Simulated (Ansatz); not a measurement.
**AlHF₂ + NH₃: a complex and its separated parts**

The complex below is one end of an elementary step. How strongly is it bound against its free parts?

The runs use Ansatz 0.2.0, Gaussian basis; PBE0-D4/def2-TZVP structures, single points in def2-TZVPP, no counterpoise correction.

Levels: SPW92, PBE-D4, BLYP-D4, r2SCAN-D4, B97M-V, PBE0-D4, B3LYP-D4, r2SCAN0-D4, BHLYP-D4, CAM-B3LYP-D4, wB97X-V, wB97M-V, B2PLYP, PBE-QIDH, RPA on PBE, Hartree-Fock, MP2, CCSD, CCSD(T).

Cores are frozen in the correlated methods. B3LYP uses VWN-RPA correlation. B2PLYP carries no dispersion term here.

95 further runs of the same task are left out: 1 that didn't finish, 94 set aside as unsound or not needed.

## Step 1: The system as given

The complex: 8 atoms, charge 0, spin multiplicity 1.

Atoms are counted from 1 here; the program's logs count them from 0.

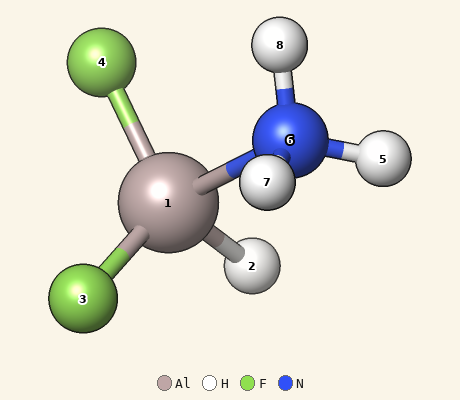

As it starts; aluminium light grey, hydrogen white, fluorine green, nitrogen blue; atoms are numbered from 1 in the order of the file.

Coordinates:

```mol
AlF2H4N
  3D, bonds by distance, orders not assigned

  8  7  0  0  0  0  0  0  0  0999 V2000
   -0.8278   -0.6159   -0.1358 Al  0  0
   -1.7959    0.0627   -1.1839 H   0  0
    0.0319   -1.9574   -0.6306 F   0  0
   -1.3021   -0.6257    1.4637 F   0  0
    0.7152    1.4671   -0.4924 H   0  0
    0.7568    0.6311    0.0808 N   0  0
    1.6043    0.1236   -0.1565 H   0  0
    0.8177    0.9145    1.0546 H   0  0
  1  2  8  0
  1  3  8  0
  1  4  8  0
  1  6  8  0
  5  6  8  0
  6  7  8  0
  6  8  8  0
M  END
```

Its parts: AlHF₂ holds atoms 1, 2, 3, 4; NH₃ holds atoms 5, 6, 7, 8. Each part counts its atoms afresh in its own runs.

## Step 2: Relaxing AlHF₂ alone

Contents of relax-a/in.yaml:

```yaml
crystal:
  periodic: [false, false, false]
  atoms:
    - {symbol: Al, position_ang: [-0.827788, -0.615881, -0.135790]}
    - {symbol: H, position_ang: [-1.795933, 0.062661, -1.183851]}
    - {symbol: F, position_ang: [0.031851, -1.957371, -0.630572]}
    - {symbol: F, position_ang: [-1.302079, -0.625723, 1.463691]}
basis:
  gaussian: {orbitals: def2-TZVP}
hamiltonian: {xc: pbe0, dispersion: d4}
relax: {f_tol: 0.005, max_steps: 200}
```

The run is started by

```bash
$ ansatz run in.yaml --threads 2 --pin off --events-out ev --progress --plain --max-ram 4352MiB
```

Further steps of the session: Relaxing NH₃ alone; SPW92/def2-TZVPP; PBE-D4/def2-TZVPP; BLYP-D4/def2-TZVPP; r2SCAN-D4/def2-TZVPP; B97M-V/def2-TZVPP; PBE0-D4/def2-TZVPP; B3LYP-D4/def2-TZVPP; r2SCAN0-D4/def2-TZVPP; BHLYP-D4/def2-TZVPP; CAM-B3LYP-D4/def2-TZVPP; wB97X-V/def2-TZVPP; wB97M-V/def2-TZVPP; B2PLYP/def2-TZVPP; PBE-QIDH/def2-TZVPP; RPA on PBE/def2-TZVPP; CCSD(T)/def2-TZVPP; Vibrations of AlHF₂; Vibrations of NH₃.

Before running it: what results should come out? Wanted: complex less parts, CCSD(T)/def2-TZVPP; with zero-point energy; largest T1 diagnostic.

**Answer**, as computed:

| quantity | value |
| --- | --- |
| complex less parts, CCSD(T)/def2-TZVPP | -34.7 kcal/mol |
| with zero-point energy | -31.7 kcal/mol |
| largest T1 diagnostic | 0.013 |

In words: At CCSD(T) the complex lies 34.7 kcal/mol below its parts. The functionals run from wB97M-V, off by -0.5 kcal/mol, to SPW92, off by -5.5 kcal/mol, against CCSD(T). B3LYP-D4 is as near within the digits shown. Mean unsigned error by rung: LDA 5.5, GGA 1.5, meta-GGA 1.2, hybrid 1.5, range-separated hybrid 0.8, double hybrid 1.4 kcal/mol. PBE-D4 gives a relative energy 0.6 kcal/mol too high, inside chemical accuracy (1 kcal/mol). No counterpoise was applied, and triple zeta lacks some correlation, so the CCSD(T) reference has a basis error of its own, and close matches with it are partly luck.
